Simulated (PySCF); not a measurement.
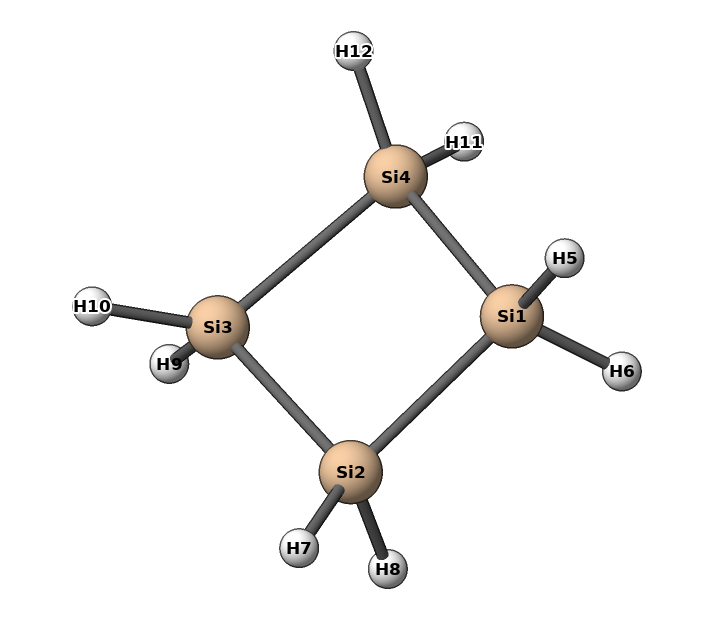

The questions are on isotropic NMR shieldings of the H atoms. Geometry: a frame of a GFN2-xTB molecular-dynamics simulation, not a minimum. Method: GIAO PBE0/pcSseg-1 NMR shielding, non-relativistic, gas phase (PySCF 2.14.0).

### Which H atom is the most shielded (lowest chemical shift)?

H6 (27.91 ppm).

### Which H atom is the least shielded (highest chemical shift)?

H11 (26.95 ppm).

### How wide is the range of H shifts?

0.96 ppm.

Give the isotropic NMR shieldings of the H atoms atom by atom.

```tsv
atom	σ (ppm)
H5	27.44
H6	27.91
H7	27.80
H8	27.54
H9	27.27
H10	27.03
H11	26.95
H12	27.86
```
